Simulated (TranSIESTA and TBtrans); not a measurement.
Junction: Ge chain with one bond stretched by 2.0 Å. Leads: straight Ge chain, spacing 2.4 Å. Geometry: as built, not relaxed.

Method: TranSIESTA and TBtrans, PBE, DZP numerical orbitals (energy shift 0.15 eV), PseudoDojo norm-conserving scalar-relativistic potentials, mesh cutoff 200 Ry, 300 K, no spin polarisation, no spin-orbit coupling; self-consistent non-equilibrium Green functions.

Energies count from the leads' Fermi level. Transmissions are for one spin of a degenerate pair. The energy step is 0.01 eV; narrower resonances are cut or missed.

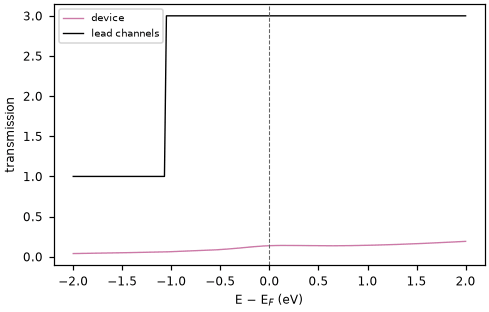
Transmission against energy

```
E (eV)      T  lead channels
------  -----  -------------
-2.00   0.039              1
-1.80   0.043              1
-1.60   0.047              1
-1.40   0.052              1
-1.20   0.056              1
-1.00   0.063              3
-0.80   0.072              3
-0.60   0.082              3
-0.40   0.098              3
-0.20    0.12              3
0.00     0.14              3
0.20     0.14              3
0.40     0.14              3
0.60     0.14              3
0.80     0.14              3
1.00     0.14              3
1.20     0.15              3
1.40     0.16              3
1.60     0.17              3
1.80     0.18              3
2.00     0.19              3
```

The straight chain is held at its spacing; free chains may zigzag or dimerise. No spin-polarised start was tried, so a magnetic state, if there is one, is missed.
